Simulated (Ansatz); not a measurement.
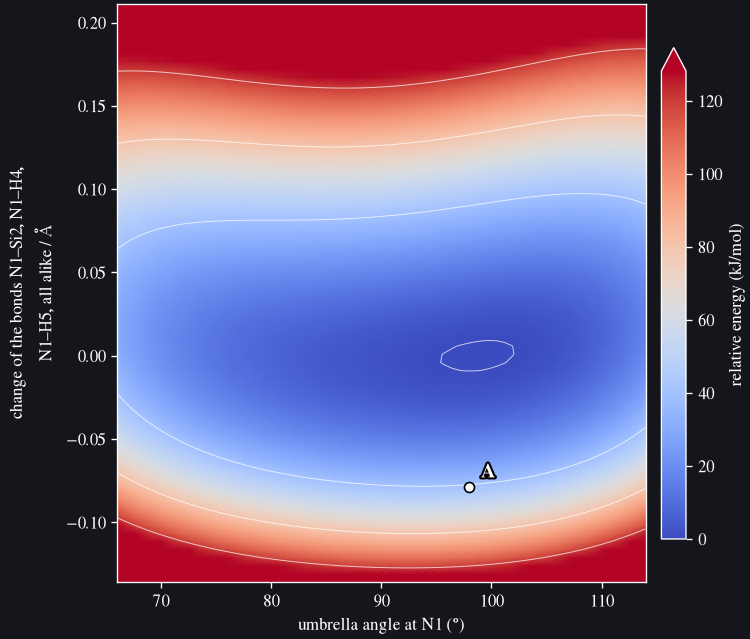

ClH4NSi, SMILES N[SiH2]Cl. 
- The first coordinate is: umbrella angle at N1 (between each of its bonds and their common axis; 90 is planar); the second: change of the bonds N1–Si2, N1–H4, N1–H5, all alike.
- Nothing is relaxed (all other coordinates rigid).
- The grid has 13 × 13 points.
- Points are written as (first, second).
- All energies are given in kJ/mol relative to the lowest grid point.
- Method: RKS B3LYP-D4/def2-TZVP (Ansatz 0.2.0).

Drawn: a smooth colour map with a few white contour lines, one colour for all values above the top of the scale, the point A. Between grid points the surface is interpolated.

**Is A at rest? If not, where is it pushed?**

A, at (98°, −0.079 Å), is not a stationary point. The computed force is 0.55 kJ/mol for each degree towards smaller values of the first coordinate and 1200 kJ/mol for each Å towards larger values of the second coordinate.
